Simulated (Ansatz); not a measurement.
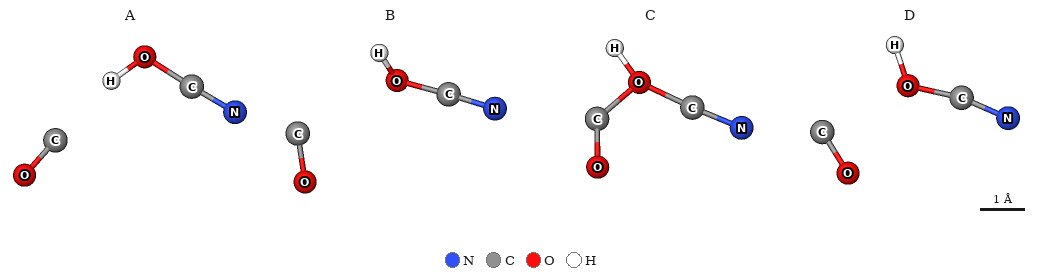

4 geometries from one relaxation of C2HNO2, in shuffled order. A ball-and-stick model, seen from a free direction.

The run prepares an end point of a later path (hydrogen shift) calculation, from a guessed geometry.

Theory: Ansatz 0.2.0, RKS PBE0-D4/def2-SVP. (no spin polarisation; force threshold 0.02 eV/Å; at most 50 steps)

Order the frames from highest to lowest energy.

Answer. C, D, B, A. They are steps 0, 5, 24, 38, at +579.6 kJ/mol, +53.4 kJ/mol, +19.3 kJ/mol relative to the last. Over 34 accepted moves (38 points after the start) the energy falls by 579.6 kJ/mol. Largest force component: 8.1 eV/Å at the start, 0.0032 eV/Å at the end. The line search rejected the trial steps at points 12, 25, 29, 36 of the run. The largest move after the best rigid fit is that of an O atom, 1.24 Å. By element the largest moves are O 1.24 Å, H 0.86 Å, C 0.76 Å, N 0.50 Å. Near-neighbour distances that change, for instance: C–O 1.324 → 2.942 Å, C–C 2.221 → 3.449 Å, C–O 1.210 → 1.123 Å, C–N 1.225 → 1.161 Å. Bonds break: C–O (1.32 → 2.94 Å). Bond angles that change, for instance: C–O–H 150.3° → 109.3°.
